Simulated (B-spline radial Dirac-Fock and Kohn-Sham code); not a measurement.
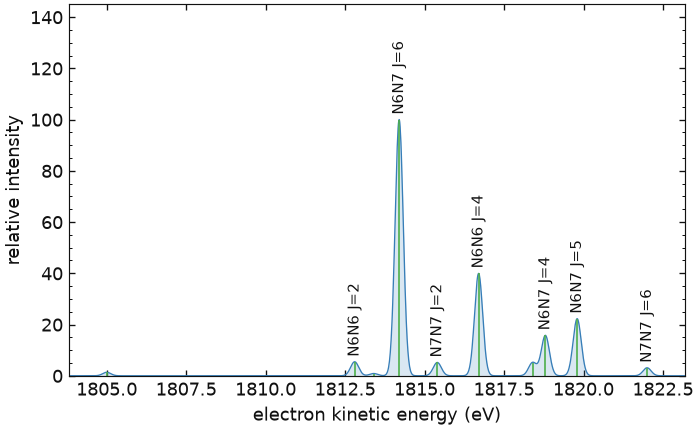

The Auger multiplet of an M4 hole with both final holes in N67, lines labelled by the leading pair of holes and J, broadened by 0.30 eV full width. Kinetic energies count from the vacuum level; very weak lines are left out. Lines are named by their largest jj component, which in light atoms can differ from the customary names. System: Re²⁺ in the configuration [Xe] 4f14 5d5. Computed with a radial B-spline solver: Dirac–Fock ΔSCF energies in intermediate coupling of the two holes, Coulomb rates, valence shells as spectators.

Q: How wide is the M4 level from this decay?

A: 0.481 eV from this multiplet.

Q: Which line is strongest?

A: M4-N6N7 J=6 at 1.814 keV, 50 % of the multiplet.
